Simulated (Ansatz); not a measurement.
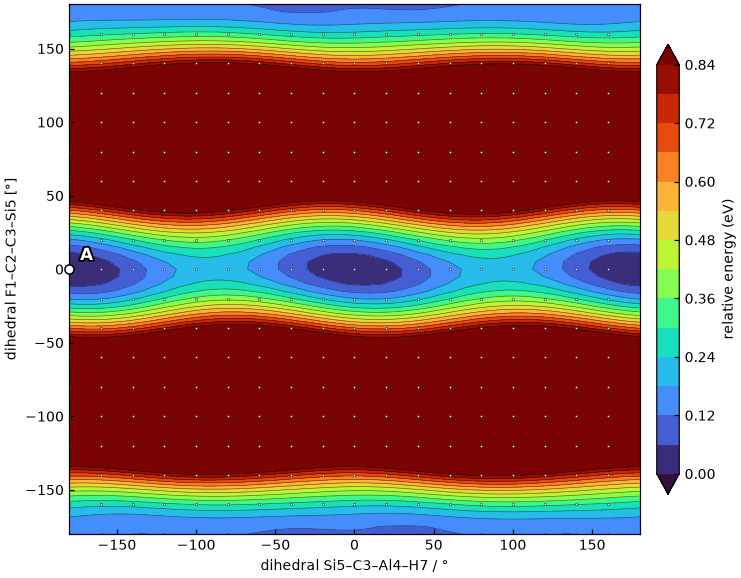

C₂H₆AlFSi, SMILES FC=[C]([AlH2])[SiH3]. The first coordinate is: dihedral Si5–C3–Al4–H7; the second: dihedral F1–C2–C3–Si5. Nothing is relaxed (all other coordinates rigid). Grid: 18 × 18 points. Energies: eV, counted from the lowest grid point. The dihedral twists a double bond; near 90° a spin-restricted reference is unreliable. All numbers below come from RHF/def2-SVP in Ansatz 0.2.0.

The picture shows filled contours, dots at the grid points, one colour for all values above the top of the scale, the well A. Between grid points the surface is interpolated.

> Where is the minimum, and how stiff is the well along each coordinate? Take the well at A.

The interpolated minimum is at dihedral Si5–C3–Al4–H7 ≈ −180°, dihedral F1–C2–C3–Si5 ≈ 0°. The curvatures there are about 0.44 eV/rad² and 2.9 eV/rad², with a cross term of about 0.22 eV/rad². Round the minimum the valley is somewhat tilted: raising dihedral Si5–C3–Al4–H7 shifts the best value of dihedral F1–C2–C3–Si5 downwards (coupling k₁₂/√(k₁₁k₂₂) about 0.2).
